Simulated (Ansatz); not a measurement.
# Geometry relaxation, with input and output: BH2Cl2F

BH2Cl2F, computed with RKS PBE-D4/def2-SVP (Ansatz 0.2.0).

It belongs to a series of runs on one base structure; here: end point A relaxed. Figures and captions count atoms from 1; the log counts them from 0 in places.

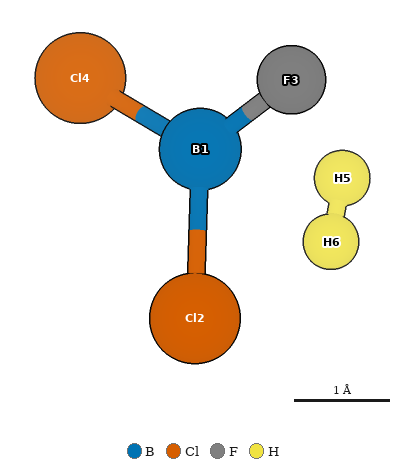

Fig. 1: The input geometry (ball-and-stick view, seen at a tilt; atoms are numbered from 1 in the order of the input).

**The input**
```yaml
crystal:
  periodic: [false, false, false]
  atoms:
    - { symbol: B, position_ang: [-0.0494, 0.260403, 0.124969] }
    - { symbol: Cl, position_ang: [-0.015394, 0.659993, 1.901695] }
    - { symbol: F, position_ang: [1.091766, 0.010848, -0.488516] }
    - { symbol: Cl, position_ang: [-1.545492, 0.330928, -0.777633] }
    - { symbol: H, position_ang: [-0.158451, -2.101081, 0.517684] }
    - { symbol: H, position_ang: [-0.151429, -1.809891, 1.178101] }
basis:
  gaussian: { orbitals: def2-SVP }
hamiltonian:
  xc: pbe
  dispersion: d4
relax:
  f_tol: 0.03
  max_steps: 50
output:
  orbitals: {}
```

Machine: 1 thread of Intel Xeon (Sapphire Rapids), 32 GiB of memory available, shared host.

Command:
```bash
ansatz run input.yaml --threads 1 --pin off --max-ram 2048MiB --backend cpu --events-out ev --progress --plain --runs-dir out
```

**Output**
```
The last accepted step is kept in [file] (removed where the run ends without a failure and the disk answers)
Engine: ansatz 0.2.0, x86_64-unknown-linux-gnu
Functional definition: PBE
  parameter kappa = 0.804
  parameter beta = 0.06672455060314922
  exchange = pbe_x(kappa = kappa, mu = beta*pi^2/3)
  correlation = pbe_c(beta = beta)
808 factors; their error is unknown
mean field evaluation 1: about -28448.2265 eV, gradient 2.6e1 eV
mean field evaluation 2: about -28445.4191 eV, gradient 5.1e1 eV
mean field evaluation 4: about -28449.4859 eV, gradient 1.3e0 eV
mean field evaluation 8: about -28449.4909 eV, gradient 2.6e-2 eV
mean field evaluation 16: about -28449.4497 eV, gradient 3.1e-5 eV
mean field -28449.44969275 eV, -1045.4979924791 hartree, gradient 3.1e-5 eV, S^2 0.000000; 0 other end points of the search recorded, 0 dependent functions left out
the calculation of the forces begins
reference -28449.44971839 eV, -1045.4979934211 hartree; 25, 25 occupied and 49, 49 virtual orbitals, 808 factors
relax step   1: F+E_penalty+E_count = -28449.57948351 eV  Δ(F+E_penalty+E_count) = +0.000e0 eV  max|allowed force component| = 1.660e0 eV/Å  Δτ_max = 0.0000 Å  (24 SCF iters, accepted)
these checks for a lower state are left out or cut short: starts, cluster_reference, orbital_swaps, neighbouring_geometries, increment
808 factors; their error is unknown
mean field -28449.57802298 eV, -1045.5027085279 hartree, gradient 7.8e-5 eV, S^2 0.000000; 0 other end points of the search recorded, 0 dependent functions left out
[... from here on the field's lines of each further geometry are left out, up to the last ...]
relax step   2: F+E_penalty+E_count = -28449.70483864 eV  Δ(F+E_penalty+E_count) = -1.254e-1 eV  max|allowed force component| = 8.257e-1 eV/Å  Δτ_max = 0.1978 Å  (30 SCF iters, accepted)
relax step   3: F+E_penalty+E_count = -28449.58013658 eV  Δ(F+E_penalty+E_count) = +1.247e-1 eV  max|allowed force component| = 1.539e0 eV/Å  Δτ_max = 0.1928 Å  (30 SCF iters, rejected (line search))
relax step   4: F+E_penalty+E_count = -28449.69078512 eV  Δ(F+E_penalty+E_count) = +1.405e-2 eV  max|allowed force component| = 8.645e-1 eV/Å  Δτ_max = 0.0958 Å  (30 SCF iters, rejected (line search))
relax step   5: F+E_penalty+E_count = -28449.72639743 eV  Δ(F+E_penalty+E_count) = -2.156e-2 eV  max|allowed force component| = 7.020e-1 eV/Å  Δτ_max = 0.0467 Å  (23 SCF iters, accepted)
relax step   6: F+E_penalty+E_count = -28449.74310245 eV  Δ(F+E_penalty+E_count) = -1.671e-2 eV  max|allowed force component| = 6.560e-1 eV/Å  Δτ_max = 0.1000 Å  (25 SCF iters, accepted)
relax step   7: F+E_penalty+E_count = -28449.76052208 eV  Δ(F+E_penalty+E_count) = -1.742e-2 eV  max|allowed force component| = 1.201e-1 eV/Å  Δτ_max = 0.1166 Å  (27 SCF iters, accepted)
relax step   8: F+E_penalty+E_count = -28449.76367415 eV  Δ(F+E_penalty+E_count) = -3.152e-3 eV  max|allowed force component| = 2.225e-2 eV/Å  Δτ_max = 0.0401 Å  (27 SCF iters, accepted)
relax step   9: F+E_penalty+E_count = -28449.76500002 eV  Δ(F+E_penalty+E_count) = -1.326e-3 eV  max|allowed force component| = 5.147e-2 eV/Å  Δτ_max = 0.0488 Å  (26 SCF iters, accepted)
relax step  10: F+E_penalty+E_count = -28449.76549288 eV  Δ(F+E_penalty+E_count) = -4.929e-4 eV  max|allowed force component| = 6.499e-3 eV/Å  Δτ_max = 0.0343 Å  (26 SCF iters, accepted)
relax step  11: F+E_penalty+E_count = -28449.75500807 eV  Δ(F+E_penalty+E_count) = +1.048e-2 eV  max|allowed force component| = 3.966e-1 eV/Å  Δτ_max = 0.1234 Å  (27 SCF iters, rejected (line search))
relax step  12: F+E_penalty+E_count = -28449.76561874 eV  Δ(F+E_penalty+E_count) = -1.259e-4 eV  max|allowed force component| = 7.391e-2 eV/Å  Δτ_max = 0.0481 Å  (25 SCF iters, accepted)
the calculation of the forces begins
reference -28449.64536245 eV, -1045.5051832077 hartree; 25, 25 occupied and 49, 49 virtual orbitals, 808 factors
relax step  13: F+E_penalty+E_count = -28449.76579813 eV  Δ(F+E_penalty+E_count) = -1.794e-4 eV  max|allowed force component| = 1.719e-2 eV/Å  Δτ_max = 0.0155 Å  (28 SCF iters, accepted)
```

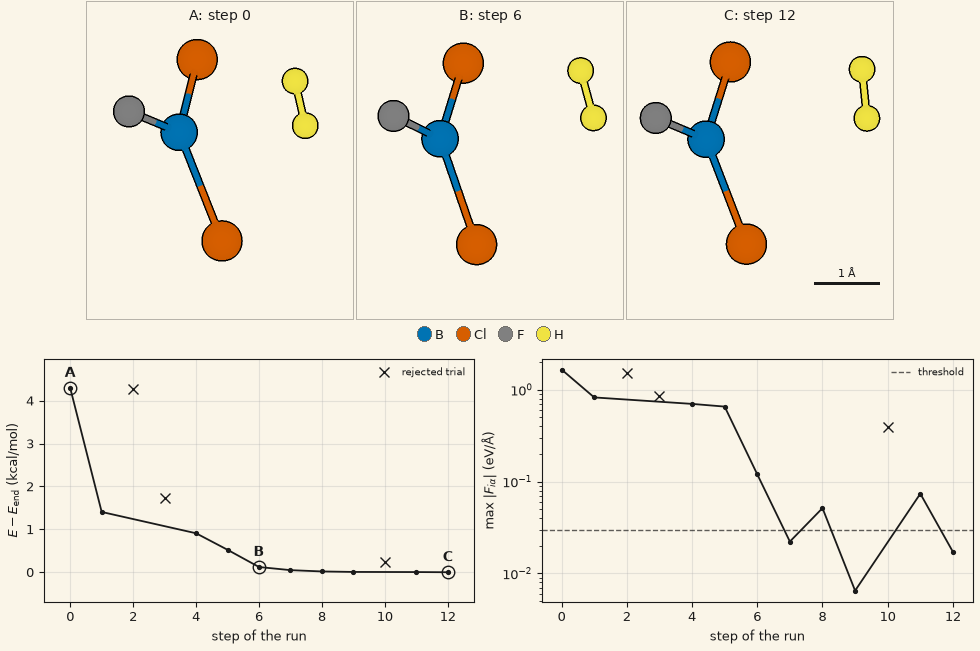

Fig. 2: Frames of the relaxation (ball-and-stick view, seen at a tilt) above the curves, on which the letters mark them (the first geometry is step 0 here and step 1 in the log).

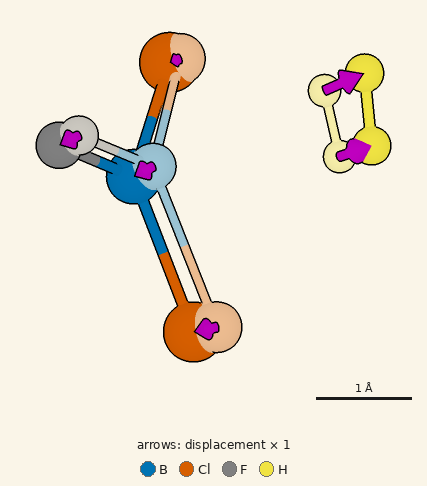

Fig. 3: Start (faint) and end (solid) with the displacements as pink arrows, at true length (ball-and-stick view, seen at a tilt). The two geometries are laid on each other by the best rigid fit. H5 moves most after the best rigid fit: 0.49 Å. By element the largest moves are H 0.49 Å, Cl 0.30 Å, B 0.27 Å, F 0.27 Å. Distances before and after: B1–Cl2 1.821 → 1.754 Å, H5–H6 0.722 → 0.769 Å, B1–Cl4 1.749 → 1.753 Å. After 12 geometry steps the energy has fallen by 4.30 kcal/mol. The largest force component goes from 1.7 to 0.017 eV/Å. The line search rejected the trial steps at points 2, 3, 10 (counted from 0) and went back. (Atoms are counted from 1 in the order of the input.)

```
808 factors; their error is unknown
mean field -28449.64533531 eV, -1045.5051822103 hartree, gradient 1.0e-5 eV, S^2 0.000000; 1 other end points of the search recorded, 0 dependent functions left out
the calculation of the forces begins
reference -28449.64536245 eV, -1045.5051832077 hartree; 25, 25 occupied and 49, 49 virtual orbitals, 808 factors
Total energy: -28449.76582527 eV, -1045.5096101348 hartree
Atom 0 at    -0.023818     0.529743     0.103548 Å, force    -0.017187    -0.008883     0.005136 eV/Å
Atom 1 at    -0.005048     0.929688     1.811558 Å, force     0.002065     0.002244     0.000279 eV/Å
Atom 2 at     1.119205     0.284511    -0.515623 Å, force     0.016839     0.003338    -0.005912 eV/Å
Atom 3 at    -1.522191     0.457288    -0.803661 Å, force    -0.000603     0.002194    -0.000005 eV/Å
Atom 4 at    -0.291508    -2.568044     0.585917 Å, force     0.001160     0.005059     0.008951 eV/Å
Atom 5 at    -0.105041    -2.281986     1.274561 Å, force    -0.002273    -0.003951    -0.008448 eV/Å
Dipole moment:    -0.043410    -0.009144     0.026747 e Å
```

**Trajectory as extended XYZ (Å, eV, eV/Å), 13 frames, from step=1 to step=13**
```
6
Properties=species:S:1:pos:R:3:forces:R:3 step=1 energy=-28449.57948
B    -0.0494    0.2604    0.1250    0.0153   0.4382   1.1077
Cl   -0.0154    0.6600    1.9017   -0.0026  -0.0450  -1.0722
F     1.0918    0.0108   -0.4885   -0.0006   0.0056  -0.0027
Cl   -1.5455    0.3309   -0.7776    0.0118  -0.0039  -0.0020
H    -0.1585   -2.1011    0.5177   -0.0277  -0.9311  -1.6602
H    -0.1514   -1.8099    1.1781    0.0037   0.5362   1.6295
6
Properties=species:S:1:pos:R:3:forces:R:3 step=2 energy=-28449.70484
B    -0.0362    0.4057    0.1319    0.0296  -0.2784   0.6907
Cl   -0.0023    0.8348    1.8750    0.0099  -0.0262  -0.8257
F     1.0908    0.0336   -0.4590   -0.1459   0.2882   0.0594
Cl   -1.5466    0.3375   -0.7580    0.1158   0.1797   0.0266
H    -0.1697   -2.2964    0.4890   -0.0034  -0.1142  -0.0787
H    -0.1645   -1.9639    1.1775   -0.0060  -0.0492   0.1277
6
Properties=species:S:1:pos:R:3:forces:R:3 step=3 energy=-28449.58014 accepted=F
B    -0.0633    0.3241    0.1872    0.8199   1.5386  -0.6721
Cl    0.0143    1.0198    1.8235   -0.1122  -0.6456  -0.3076
F     1.1030    0.1609   -0.4734   -0.8800  -0.4488   0.6315
Cl   -1.5394    0.4510   -0.7781    0.1713  -0.4466   0.3218
H    -0.1732   -2.4771    0.4955    0.0005   0.2830   0.5305
H    -0.1698   -2.1275    1.2016    0.0005  -0.2807  -0.5041
6
Properties=species:S:1:pos:R:3:forces:R:3 step=4 energy=-28449.69078 accepted=F
B    -0.0510    0.3330    0.1567    0.5375   0.8645  -0.0373
Cl    0.0074    0.8877    1.8558   -0.0674  -0.4187  -0.6040
F     1.1057    0.1244   -0.4856   -0.6127  -0.1674   0.4180
Cl   -1.5415    0.3936   -0.7775    0.1422  -0.2069   0.1994
H    -0.1770   -2.3604    0.5063   -0.0020  -0.0029   0.0505
H    -0.1720   -2.0272    1.2006    0.0024  -0.0686  -0.0266
6
Properties=species:S:1:pos:R:3:forces:R:3 step=5 energy=-28449.72640
B    -0.0413    0.3755    0.1425    0.2135   0.1831   0.3840
Cl    0.0028    0.8523    1.8672   -0.0227  -0.1779  -0.7020
F     1.0995    0.0775   -0.4723   -0.3034   0.0985   0.1879
Cl   -1.5439    0.3554   -0.7653    0.1163   0.0229   0.0925
H    -0.1753   -2.3214    0.4960   -0.0021  -0.0464   0.0213
H    -0.1701   -1.9881    1.1883   -0.0016  -0.0801   0.0163
6
Properties=species:S:1:pos:R:3:forces:R:3 step=6 energy=-28449.74310
B    -0.0384    0.4306    0.1341    0.1871   0.0911   0.3305
Cl    0.0052    0.9080    1.8543   -0.0209  -0.1728  -0.6560
F     1.1002    0.1179   -0.4779   -0.3037   0.1154   0.1896
Cl   -1.5432    0.3914   -0.7717    0.1389   0.0326   0.1060
H    -0.1785   -2.4198    0.5138   -0.0011   0.0119   0.0727
H    -0.1736   -2.0770    1.2037   -0.0004  -0.0781  -0.0429
6
Properties=species:S:1:pos:R:3:forces:R:3 step=7 energy=-28449.76052
B    -0.0320    0.4647    0.1290   -0.0644   0.0371   0.0182
Cl   -0.0077    0.9419    1.8132    0.0615   0.0257   0.1201
F     1.0972    0.1466   -0.4782    0.0820  -0.0127  -0.0410
Cl   -1.5354    0.4289   -0.7647   -0.0776  -0.0128  -0.1121
H    -0.1898   -2.4439    0.5170   -0.0027  -0.0216  -0.0049
H    -0.1606   -2.1870    1.2400    0.0012  -0.0157   0.0196
6
Properties=species:S:1:pos:R:3:forces:R:3 step=8 energy=-28449.76367
B    -0.0370    0.4822    0.1234    0.0128   0.0038  -0.0135
Cl   -0.0044    0.9407    1.8168    0.0037   0.0013  -0.0037
F     1.0963    0.1672   -0.4840   -0.0222   0.0164   0.0093
Cl   -1.5355    0.4504   -0.7866    0.0085   0.0036  -0.0010
H    -0.2077   -2.4711    0.5323   -0.0030  -0.0152  -0.0007
H    -0.1402   -2.2184    1.2544    0.0002  -0.0099   0.0096
6
Properties=species:S:1:pos:R:3:forces:R:3 step=9 energy=-28449.76500
B    -0.0355    0.5075    0.1147    0.0069  -0.0290  -0.0515
Cl   -0.0032    0.9437    1.8124   -0.0111   0.0123   0.0176
F     1.0998    0.2053   -0.4958   -0.0196   0.0169   0.0056
Cl   -1.5332    0.4703   -0.7987    0.0262   0.0092   0.0254
H    -0.2228   -2.5126    0.5510   -0.0008  -0.0023   0.0171
H    -0.1334   -2.2631    1.2726   -0.0016  -0.0072  -0.0143
6
Properties=species:S:1:pos:R:3:forces:R:3 step=10 energy=-28449.76549
B    -0.0311    0.5165    0.1092    0.0065   0.0045   0.0005
Cl   -0.0045    0.9419    1.8111   -0.0013  -0.0014  -0.0008
F     1.1075    0.2375   -0.5048   -0.0005   0.0019  -0.0001
Cl   -1.5290    0.4687   -0.8000   -0.0028  -0.0017  -0.0004
H    -0.2464   -2.5342    0.5632   -0.0035  -0.0063  -0.0041
H    -0.1249   -2.2792    1.2776    0.0017   0.0029   0.0049
6
Properties=species:S:1:pos:R:3:forces:R:3 step=11 energy=-28449.75501 accepted=F
B    -0.0093    0.5725    0.0825   -0.0244  -0.2756   0.2882
Cl   -0.0108    0.9064    1.8122    0.0595   0.0679  -0.1566
F     1.1374    0.3418   -0.5344    0.0116   0.1263  -0.0229
Cl   -1.5131    0.4351   -0.8004   -0.0452   0.0776  -0.1061
H    -0.3463   -2.5920    0.6067    0.1504   0.1623   0.3940
H    -0.0863   -2.3126    1.2897   -0.1518  -0.1585  -0.3966
6
Properties=species:S:1:pos:R:3:forces:R:3 step=12 energy=-28449.76562
B    -0.0248    0.5290    0.1020    0.0252   0.0113   0.0421
Cl   -0.0049    0.9321    1.8110    0.0045  -0.0104  -0.0348
F     1.1186    0.2825   -0.5172   -0.0121   0.0025   0.0080
Cl   -1.5232    0.4613   -0.8033   -0.0162  -0.0051  -0.0141
H    -0.2828   -2.5603    0.5807    0.0157   0.0264   0.0728
H    -0.1113   -2.2933    1.2831   -0.0171  -0.0248  -0.0739
6
Properties=species:S:1:pos:R:3:forces:R:3 step=13 energy=-28449.76580
B    -0.0238    0.5297    0.1035   -0.0172  -0.0089   0.0051
Cl   -0.0050    0.9297    1.8116    0.0021   0.0022   0.0003
F     1.1192    0.2845   -0.5156    0.0168   0.0033  -0.0059
Cl   -1.5222    0.4573   -0.8037   -0.0006   0.0022   0.0000
H    -0.2915   -2.5680    0.5859    0.0012   0.0051   0.0090
H    -0.1050   -2.2820    1.2746   -0.0023  -0.0040  -0.0084
```

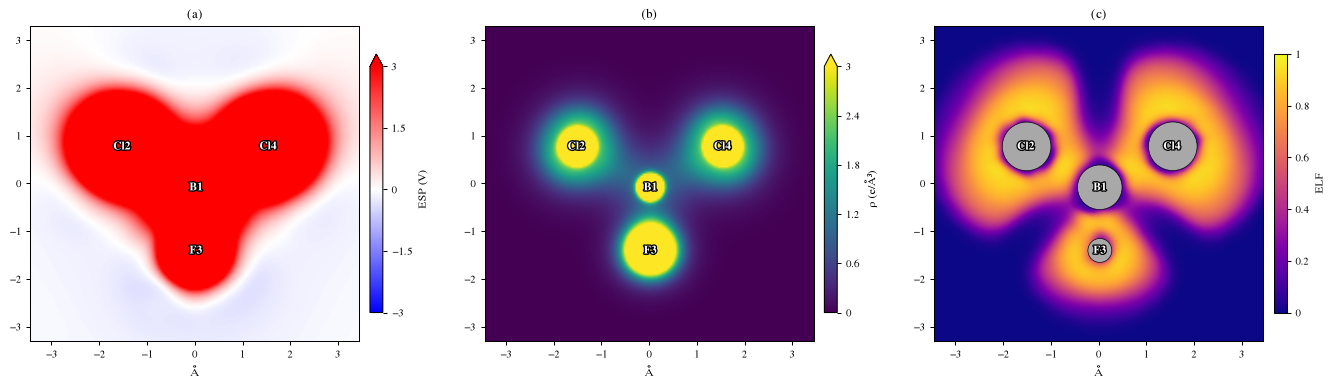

Fig. 4: (a) molecular electrostatic potential; (b) total electron density; (c) electron localisation function on the plane of atoms F3, B1 and Cl4. Grey discs, where drawn, cover atomic cores. The section cuts through B, Cl and F sites. B–Cl (1.75 Å): ρ is about 1.3 e/Å³ halfway; the ELF peaks at about 0.90 between the atoms (a shared but strongly polarised pair).

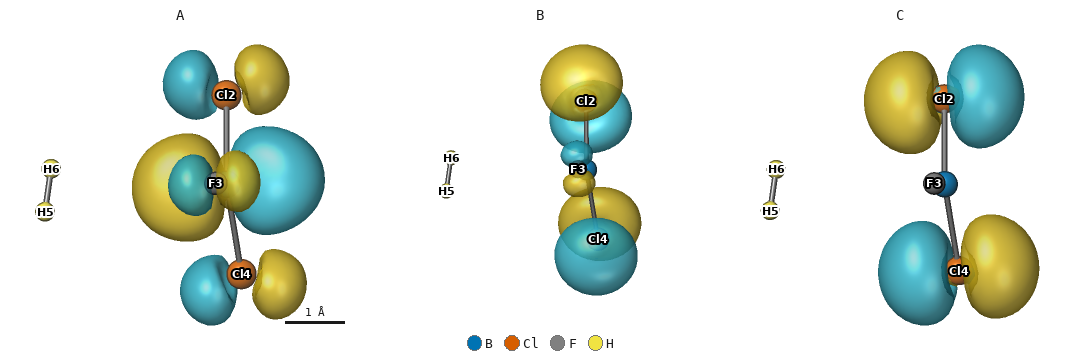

Fig. 5: Three frontier orbitals at ±0.15 Å⁻³ᐟ² (yellow and cyan are the two phases). C is the HOMO−1 (−8.25 eV). B is the HOMO (−7.72 eV). A is the LUMO (−1.69 eV). It lies mainly on B1 (50 %), Cl4 (15 %), Cl2 (15 %) and F3 (15 %). The HOMO–LUMO gap is 6.03 eV between the orbital energies.

**Key numbers**

| quantity | value |
| --- | --- |
| outcome | converged |
| total energy | −28449.7658 eV |
| mean-field energy | −28449.6454 eV |
| largest force (length of the vector) at the end | 0.020 eV/Å |
| wall time | 28 s |
| peak memory | 0.16 GiB |
